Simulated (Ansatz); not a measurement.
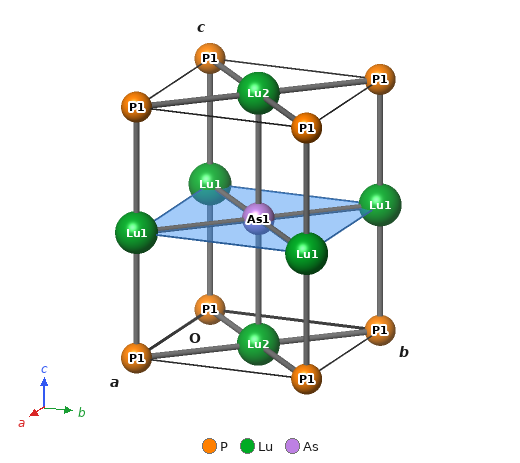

The shaded plane is a symmetry element of the crystal. Crystal: Lu2AsP, coordinates from a relaxation with DFT, r2SCAN, plane waves, PAW (Ansatz 0.2.0); the starting structure was generated, so it need not be a known form of this composition. Symmetry computed with spglib at a tolerance of 0.002 Å; standard conventional cell.

a = 3.961 Å, b = 3.961 Å, c = 5.597 Å, α = 90.00°, β = 90.00°, γ = 90.00°.

| atom | x | y | z |
| --- | --- | --- | --- |
| P1 | 0.0000 | 0.0000 | 0.0000 |
| Lu1 | 0.0000 | 0.0000 | 0.5000 |
| As1 | 0.5000 | 0.5000 | 0.5000 |
| Lu2 | 0.5000 | 0.5000 | 0.0000 |

Q: Is it a mirror or a glide plane, and what is the operation?

A: It is a mirror plane, parallel to (0 0 1), through (1/2, 1/2, 1/2): x, y, z → x, y, −z+1.

Q: Onto which atom does it carry each atom (up to whole multiples of a, b and c)?

A: P1 → P1, Lu1 → Lu1, As1 → As1, Lu2 → Lu2.

Q: What is the crystal's space group?

A: No. 123, P4/mmm.
